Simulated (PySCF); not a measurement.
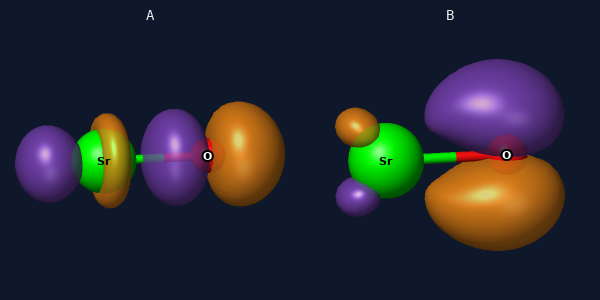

Figure 1: SrO. Two frontier orbitals, each drawn at the value that holds 80 % of its norm (orange and purple are the two phases), in no order; of a degenerate pair one member is drawn.

Core potentials replace the inner electrons of Sr.

Computed with PBE0/def2-TZVP, non-relativistic Hamiltonian with scalar-relativistic core potentials where named, at a bond length of 1.914 Å in PySCF 2.14.0.

**Name the orbitals and rank them from lowest to highest energy.**

Orbital B: π, occupied, −4.93 eV; mainly on O (80 %).
Orbital A: σ, occupied, −4.56 eV; mainly on O (75 %).
